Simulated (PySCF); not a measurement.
## Mending a geometry relaxation on ZnO

System: ZnO.
Method of run A: RKS-pbe0/6-31g, optimize (PySCF 2.14.0).

Some settings of this run were made unusual or wrong on purpose. Text and figures count atoms from 1; the logs count them from 0 in places.

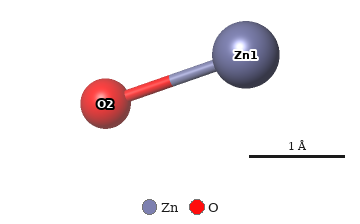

The input geometry (ball-and-stick view, seen at an oblique angle; atoms are numbered from 1 in the order of the input). Sticks mark near contacts. Bond lengths as drawn: O–Zn 1.67 Å.

### Input file, run A
```python
from pyscf import gto, dft
from pyscf.geomopt.geometric_solver import optimize

mol = gto.M(
    atom='Zn 0 0 0; O 0 0 1.665',
    basis='6-31g',
    charge=0,
    spin=0,
    verbose=4,
)
mf = dft.RKS(mol, xc='pbe0')
mf.grids.atom_grid = (20, 50)
mf.kernel()
g = mf.nuc_grad_method()
g.grid_response = True
mol_eq = optimize(g.as_scanner(), maxsteps=30)
print('optimised geometry (angstrom)')
print(mol_eq.tostring('raw'))
print('orbital energies (hartree):', mf.mo_energy[..., max(0, mol.nelec[1]-3):mol.nelec[0]+3].round(4))
```

Launched with:
```bash
OMP_NUM_THREADS=1 python input.py
```

Hardware: 1 CPU thread, shared host.

### Output, shortened to warnings, some set-up lines, iterations and results (run A)
```
WARN: Mole.unit (angstrom) is changed to Bohr
[...]
cycle= 1 E= -1853.45105214479  delta_E= 0.0781  |g|= 1.13  |ddm|= 1.56
cycle= 2 E= -1847.34680160662  delta_E=  6.1  |g|= 3.14  |ddm|=  3.2
cycle= 3 E= -1853.71224407948  delta_E= -6.37  |g|= 0.564  |ddm|= 3.06
cycle= 4 E= -1853.82170340593  delta_E= -0.109  |g|= 0.223  |ddm|= 0.615
cycle= 5 E= -1853.8231931664  delta_E= -0.00149  |g|= 0.125  |ddm|= 0.121
[... 28 lines ...]
cycle= 2 E= -1853.8274308342  delta_E= 4.42e-07  |g|= 0.00147  |ddm|= 0.00136
cycle= 3 E= -1853.82743129162  delta_E= -4.57e-07  |g|= 0.000389  |ddm|= 0.0012
cycle= 4 E= -1853.82743132644  delta_E= -3.48e-08  |g|= 3.81e-05  |ddm|= 0.000244
cycle= 5 E= -1853.82743132674  delta_E= -2.99e-10  |g|= 6.89e-06  |ddm|= 2.82e-05
cycle 4: E = -1853.82743133  dE = -4.54073e-07  norm(grad) = 1.69078e-05
Step    3 : Displace = 4.674e-04/4.674e-04 (rms/max) Trust = 2.000e-01 (+) Grad = 1.196e-05/1.196e-05 (rms/max) E (change) = -1853.8274313266 (-4.541e-07) Quality = 1.025
Hessian Eigenvalues: 5.00000e-02 5.00000e-02 5.00000e-02 ... 5.00000e-02 5.00000e-02 2.83793e-01
Converged! =D

    #| If this code has benefited your research, please support us by citing: |#
    #| Wang, L.-P.; Song, C.C. (2016) "Geometry optimization made simple with |#
    #| translation and rotation coordinates", J. Chem, Phys. 144, 214108.     |#
    #|                                     |#
optimised geometry (angstrom)
Zn         -0.00000000        0.00000000       -0.02019109
O           0.00000000       -0.00000000        1.68519109
orbital energies (hartree): [-0.3008 -0.2522 -0.2522 -0.1416  0.0028  0.0028]
```

> What should be changed in this input?

Some settings of this run were drawn to be unusual or wrong. It converged; results that depend on the unusual settings are not reference values.

A run of the same system that converges differs from this input as follows (lines with − go, lines with + come):
```diff
-mf.grids.atom_grid = (20, 50)
```

### Output, shortened to warnings, some set-up lines, iterations and results (run B)
```
WARN: Mole.unit (angstrom) is changed to Bohr
[...]
cycle= 1 E= -1853.4493731452  delta_E= 0.0772  |g|= 1.13  |ddm|= 1.56
cycle= 2 E= -1847.34684178115  delta_E=  6.1  |g|= 3.14  |ddm|=  3.2
cycle= 3 E= -1853.71060718302  delta_E= -6.36  |g|= 0.562  |ddm|= 3.06
cycle= 4 E= -1853.81999467179  delta_E= -0.109  |g|= 0.21  |ddm|= 0.609
cycle= 5 E= -1853.8207124532  delta_E= -0.000718  |g|= 0.13  |ddm|= 0.117
[... 26 lines ...]
cycle= 2 E= -1853.82479642792  delta_E= 4.11e-08  |g|= 0.000463  |ddm|= 0.000484
cycle= 3 E= -1853.82479647124  delta_E= -4.33e-08  |g|= 0.000172  |ddm|= 0.0004
cycle= 4 E= -1853.8247964771  delta_E= -5.87e-09  |g|= 3.13e-05  |ddm|= 0.000127
cycle= 5 E= -1853.82479647733  delta_E= -2.25e-10  |g|= 3.12e-06  |ddm|= 1.96e-05
cycle 4: E = -1853.82479648  dE = -1.14969e-07  norm(grad) = 4.46563e-06
Step    3 : Displace = 2.299e-04/2.299e-04 (rms/max) Trust = 2.000e-01 (+) Grad = 3.158e-06/3.158e-06 (rms/max) E (change) = -1853.8247964773 (-1.150e-07) Quality = 1.016
Hessian Eigenvalues: 5.00000e-02 5.00000e-02 5.00000e-02 ... 5.00000e-02 5.00000e-02 2.99769e-01
Converged! =D

    #| If this code has benefited your research, please support us by citing: |#
    #| Wang, L.-P.; Song, C.C. (2016) "Geometry optimization made simple with |#
    #| translation and rotation coordinates", J. Chem, Phys. 144, 214108.     |#
    #|                                     |#
optimised geometry (angstrom)
Zn         -0.00000000        0.00000000       -0.01404566
O           0.00000000       -0.00000000        1.67904566
orbital energies (hartree): [-0.3011 -0.2521 -0.2521 -0.1418  0.0028  0.0028]
```

### The two runs side by side

| quantity | run A | run B |
| --- | --- | --- |
| outcome | converged | converged |
| SCF energy (hartree) | −1853.826569 | −1853.824358 |
| wall time (shared host) | 3.6 s | 5.1 s |

The energy of run B is 1.4 kcal/mol higher, which measures how much it depends on this numerical setting.
